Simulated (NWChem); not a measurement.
**One shape, several levels: C3H5NO (methoxyacetonitrile)**

We compute a comparison of 5 runs (BHLYP/cc-pVDZ, CAM-B3LYP/cc-pVDZ, B3LYP/cc-pVDZ, M06-2X/cc-pVDZ, PBE0/cc-pVDZ) of C3H5NO (methoxyacetonitrile). 

The results are computed with NWChem 7.3.0.

**1. The structure to begin with**

C3H5NO has 10 atoms, charge 0, and is taken as a singlet. As SMILES, `COCC#N`. The shape is that of a PBE0-D4/def2-TZVP optimisation. This is one conformer, not always the lowest.

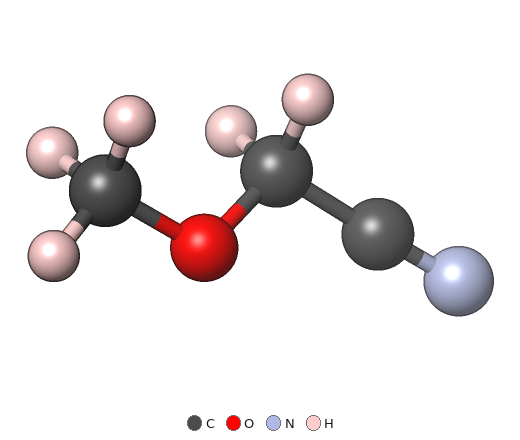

The structure, seen from a chosen angle (carbon dark grey, oxygen red, nitrogen light blue, hydrogen pink).

**2. Energy and forces at BHLYP/cc-pVDZ (run 1)**

Contents of c3h5no.xyz:

```xyz
10
C3H5NO BHLYP
C      0.002500    -0.162100    -1.509400
O      0.669600    -0.111300    -0.272700
C     -0.217300     0.116000     0.780100
C      0.518300     0.160200     2.039200
N      1.066300     0.200800     3.047400
H     -0.510800     0.783800    -1.727000
H      0.758500    -0.341100    -2.272200
H     -0.733400    -0.976600    -1.534700
H     -0.975100    -0.679200     0.851800
H     -0.753400     1.070000     0.660800
```

Contents of c3h5no.nw:

```
START c3h5no
TITLE "C3H5NO BHLYP"
memory 2200 mb
GEOMETRY noautosym nocenter noautoz
   load c3h5no.xyz
END
BASIS spherical bse
   * library cc-pVDZ
END
DFT
   xc bhlyp
   grid fine
   convergence energy 1e-08
   maxiter 100
   mulliken
   print low
END
TASK dft gradient
```

Started as:

```
$ nwchem c3h5no.nw > c3h5no.out
```

Log:

```text
[...]
 d= 0,ls=0.0,diis     1   -247.0152141954 -4.05D+02  1.24D-02  8.24D-01     2.3
[...]
 d= 0,ls=0.0,diis    11   -247.1275795989 -7.56D-10  2.43D-07  1.35D-09    20.1
         Total DFT energy =     -247.127579598923
      One electron energy =     -646.986537760578
           Coulomb energy =      275.405216417627
    Exchange-Corr. energy =      -33.486316662699
 Nuclear repulsion energy =      157.940058406727
[...]
      Total Density - Mulliken Population Analysis
     ---------------------------------------------
    Atom       Charge   Shell Charges
 -----------   ------   -------------------------------------------------------
    1 C    6     5.87   2.01  0.67  0.35  2.04  0.70  0.10
    2 O    8     8.36   2.01  0.83  0.93  2.86  1.70  0.02
    3 C    6     5.76   2.01  0.68  0.23  2.06  0.65  0.13
    4 C    6     6.11   2.01  0.70  0.41  2.02  0.89  0.08
    5 N    7     7.12   2.01  0.83  0.76  2.20  1.28  0.04
    6 H    1     0.98   0.76  0.19  0.03
    7 H    1     0.95   0.75  0.17  0.03
    8 H    1     0.98   0.76  0.19  0.03
    9 H    1     0.94   0.75  0.16  0.03
   10 H    1     0.94   0.75  0.16  0.03
[...]
                         DFT ENERGY GRADIENTS
    atom               coordinates                        gradient
                 x          y          z           x          y          z
   1 C       0.004724  -0.306325  -2.852352   -0.002409   0.000053  -0.002404
   2 O       1.265361  -0.210327  -0.515328    0.004854  -0.000623  -0.000189
   3 C      -0.410637   0.219208   1.474175    0.000878   0.000431   0.005019
   4 C       0.979445   0.302734   3.853529   -0.004437  -0.000209  -0.007027
   5 N       2.015015   0.379457   5.758751    0.002167   0.000173   0.004088
   6 H      -0.965272   1.481167  -3.263557    0.000196  -0.000169   0.000080
   7 H       1.433357  -0.644586  -4.293835   -0.000347   0.000085   0.000439
   8 H      -1.385925  -1.845506  -2.900162    0.000228   0.000118   0.000035
   9 H      -1.842672  -1.283502   1.609669   -0.000653  -0.000620   0.000059
  10 H      -1.423720   2.022007   1.248731   -0.000476   0.000762  -0.000101
[...]
```

It took 26 s on 1 thread of Intel Xeon 6975P-C (Granite Rapids), shared host; peak memory 0.12 GiB.

**3. Energy and forces at CAM-B3LYP/cc-pVDZ (run 2)**

Contents of mymol.nw:

```
start mymol
title "C3H5NO"
memory stack 880 mb heap 220 mb global 1100 mb

geometry units angstroms noautosym nocenter noautoz
   C      0.002500    -0.162100    -1.509400
   O      0.669600    -0.111300    -0.272700
   C     -0.217300     0.116000     0.780100
   C      0.518300     0.160200     2.039200
   N      1.066300     0.200800     3.047400
   H     -0.510800     0.783800    -1.727000
   H      0.758500    -0.341100    -2.272200
   H     -0.733400    -0.976600    -1.534700
   H     -0.975100    -0.679200     0.851800
   H     -0.753400     1.070000     0.660800
end

basis spherical bse
   * library cc-pVDZ
end

dft
   xc xcamb88 1.00 lyp 0.81 vwn_5 0.19 hfexch 1.00
   cam 0.33 cam_alpha 0.19 cam_beta 0.46
   grid fine
   convergence energy 1e-08
   direct
   iterations 100
   mulliken
   print low
end

task dft gradient
```

Started as:

```
$ nwchem mymol.nw > mymol.out
```

Log:

```text
[...]
 d= 0,ls=0.0,diis     1   -247.0294870310 -4.05D+02  1.38D-02  9.60D-01     4.2
[...]
 d= 0,ls=0.0,diis    11   -247.1503800278 -1.21D-09  4.17D-07  2.58D-09    46.5
         Total DFT energy =     -247.150380027771
      One electron energy =     -647.061520653009
           Coulomb energy =      275.462630947259
    Exchange-Corr. energy =      -33.491548728749
 Nuclear repulsion energy =      157.940058406727
[...]
      Total Density - Mulliken Population Analysis
     ---------------------------------------------
    Atom       Charge   Shell Charges
 -----------   ------   -------------------------------------------------------
    1 C    6     5.88   2.01  0.66  0.34  2.08  0.69  0.09
    2 O    8     8.29   2.01  0.83  0.91  2.88  1.65  0.02
    3 C    6     5.80   2.01  0.68  0.24  2.10  0.65  0.12
    4 C    6     6.15   2.01  0.69  0.41  2.04  0.92  0.08
    5 N    7     7.06   2.01  0.83  0.70  2.22  1.25  0.04
    6 H    1     0.98   0.75  0.21  0.03
    7 H    1     0.95   0.74  0.18  0.03
    8 H    1     0.98   0.75  0.21  0.03
    9 H    1     0.95   0.74  0.18  0.03
   10 H    1     0.95   0.74  0.18  0.03
[...]
                         DFT ENERGY GRADIENTS
    atom               coordinates                        gradient
                 x          y          z           x          y          z
   1 C       0.004724  -0.306325  -2.852352   -0.002444  -0.000062  -0.003490
   2 O       1.265361  -0.210327  -0.515328   -0.002677   0.000354   0.000031
   3 C      -0.410637   0.219208   1.474175   -0.000973   0.000391   0.002501
   4 C       0.979445   0.302734   3.853529    0.004441   0.000380   0.008676
   5 N       2.015015   0.379457   5.758751   -0.007764  -0.000532  -0.013894
   6 H      -0.965272   1.481167  -3.263557    0.002936  -0.004597   0.001451
   7 H       1.433357  -0.644586  -4.293835   -0.003745   0.000915   0.004097
   8 H      -1.385925  -1.845506  -2.900162    0.004009   0.003922   0.000507
   9 H      -1.842672  -1.283502   1.609669    0.003558   0.003173  -0.000324
  10 H      -1.423720   2.022007   1.248731    0.002658  -0.003945   0.000444
[...]
```

Run time: 66 s. Hardware: 1 thread of Intel Xeon 6975P-C (Granite Rapids), shared host; peak memory 0.11 GiB.

Runs 3 to 4 aren't shown in full; the table further down has their settings and results.

**4. Energy and forces at PBE0/cc-pVDZ (run 5)**

Contents of c3h5no.nw:

```
start c3h5no
title "C3H5NO"
memory total 2200 mb
charge 0
geometry units angstroms noautosym nocenter noautoz
C        0.002500      -0.162100      -1.509400
O        0.669600      -0.111300      -0.272700
C       -0.217300       0.116000       0.780100
C        0.518300       0.160200       2.039200
N        1.066300       0.200800       3.047400
H       -0.510800       0.783800      -1.727000
H        0.758500      -0.341100      -2.272200
H       -0.733400      -0.976600      -1.534700
H       -0.975100      -0.679200       0.851800
H       -0.753400       1.070000       0.660800
end
basis "ao basis" spherical bse
* library cc-pVDZ
end
dft
xc pbe0
grid fine
convergence energy 1e-08
maxiter 100
mulliken
print medium
end
task dft gradient
```

Started as:

```
$ nwchem c3h5no.nw > c3h5no.out
```

Log:

```text
[...]
          Wavefunction type:  closed shell.
          No. of atoms     :    10
          No. of electrons :    38
[...]
          Charge           :     0
          Spin multiplicity:     1
[...]
          AO basis - number of functions:    95
[...]
              XC Information
              --------------
                         PBE0 Method XC Functional
                     Hartree-Fock (Exact) Exchange  0.250
          PerdewBurkeErnzerhof Exchange Functional  0.750
            Perdew 1991 LDA Correlation Functional  1.000 local
           PerdewBurkeErnz. Correlation Functional  1.000 non-local
[...]
 d= 0,ls=0.0,diis     1   -246.8679353829 -4.05D+02  1.56D-02  9.22D-01     2.3
[...]
 d= 0,ls=0.0,diis    11   -246.9843973032 -7.44D-10  1.98D-07  1.02D-09    20.1
         Total DFT energy =     -246.984397303248
      One electron energy =     -647.035253615916
           Coulomb energy =      275.433526225645
    Exchange-Corr. energy =      -33.322728319705
 Nuclear repulsion energy =      157.940058406727
[...]
      Total Density - Mulliken Population Analysis
     ---------------------------------------------
    Atom       Charge   Shell Charges
 -----------   ------   -------------------------------------------------------
    1 C    6     5.93   2.01  0.67  0.38  2.06  0.72  0.09
    2 O    8     8.32   2.01  0.83  0.94  2.85  1.67  0.02
    3 C    6     5.82   2.01  0.68  0.26  2.08  0.67  0.12
    4 C    6     6.09   2.01  0.70  0.40  2.03  0.87  0.08
    5 N    7     7.12   2.01  0.83  0.78  2.20  1.26  0.04
    6 H    1     0.96   0.75  0.19  0.03
    7 H    1     0.94   0.75  0.16  0.03
    8 H    1     0.96   0.75  0.19  0.03
    9 H    1     0.93   0.75  0.15  0.03
   10 H    1     0.93   0.75  0.15  0.03
[...]
  wavefunction    = closed shell
                         DFT ENERGY GRADIENTS
    atom               coordinates                        gradient
                 x          y          z           x          y          z
   1 C       0.004724  -0.306325  -2.852352   -0.002244  -0.000372  -0.006097
   2 O       1.265361  -0.210327  -0.515328   -0.002698   0.000407   0.000498
   3 C      -0.410637   0.219208   1.474175   -0.003681   0.000747   0.002615
   4 C       0.979445   0.302734   3.853529    0.011379   0.000856   0.021095
   5 N       2.015015   0.379457   5.758751   -0.013127  -0.000947  -0.023921
   6 H      -0.965272   1.481167  -3.263557    0.003064  -0.004798   0.001704
   7 H       1.433357  -0.644586  -4.293835   -0.004044   0.000942   0.003997
   8 H      -1.385925  -1.845506  -2.900162    0.004189   0.004134   0.000714
   9 H      -1.842672  -1.283502   1.609669    0.004089   0.003533  -0.000736
  10 H      -1.423720   2.022007   1.248731    0.003073  -0.004503   0.000133
[...]
```

Wall time 26 s (1 thread of Intel Xeon 6975P-C (Granite Rapids), shared host); peak memory 0.12 GiB.

**5. Overview of the runs**

| run | level | energy (Eh) | largest force (eV/Å) | wall time |
| --- | --- | --- | --- | --- |
| 1 | BHLYP/cc-pVDZ | -247.127580 | 0.427 | 26 s |
| 2 | CAM-B3LYP/cc-pVDZ | -247.150380 | 0.819 | 66 s |
| 3 | B3LYP/cc-pVDZ | -247.269854 | 1.564 | 26 s |
| 4 | M06-2X/cc-pVDZ | -247.173199 | 0.912 | 31 s |
| 5 | PBE0/cc-pVDZ | -246.984397 | 1.404 | 26 s |

**6. Outcome**

```
                       quantity          value
            run 5: total energy  -246.98440 Eh
           run 5: dipole moment         4.52 D
             run 5: HOMO energy       -8.08 eV
             run 5: LUMO energy        0.43 eV
           run 5: HOMO–LUMO gap        8.52 eV
run 5: largest force on an atom     1.404 eV/Å
```

In words: Over runs 3, 4, 5 the dipole moment (its size) runs from 4.43 D (B3LYP/cc-pVDZ) to 4.54 D (M06-2X/cc-pVDZ). Over runs 3, 4, 5 the HOMO–LUMO gap runs from 7.99 eV (B3LYP/cc-pVDZ) to 11.14 eV (M06-2X/cc-pVDZ). Totals of different functionals can't be ranked against each other. All runs together took 2.9 min, the longest 66 s.
